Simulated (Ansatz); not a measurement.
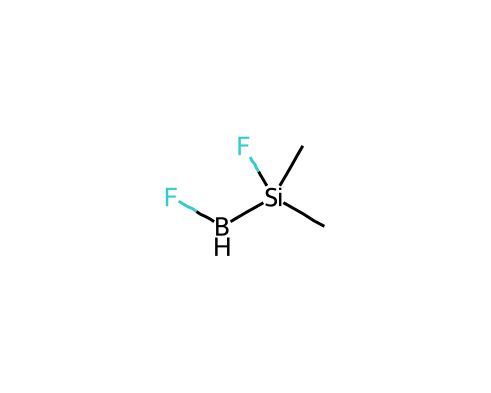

The computed structure is the end point of a PBE0-D4/def2-TZVP optimisation. No frequency run is at hand to confirm it as a minimum. Method: RKS PBE-D4/def2-TZVPP (Ansatz 0.2.0).

Estimate the dipole moment.

Answer. 1.34 D.

Estimate the HOMO energy (Kohn–Sham orbital).

Answer. −6.34 eV.

Estimate the LUMO energy (Kohn–Sham orbital).

Answer. −2.63 eV.

Give the dispersion correction at this level.

Answer. −25.2 kJ/mol.
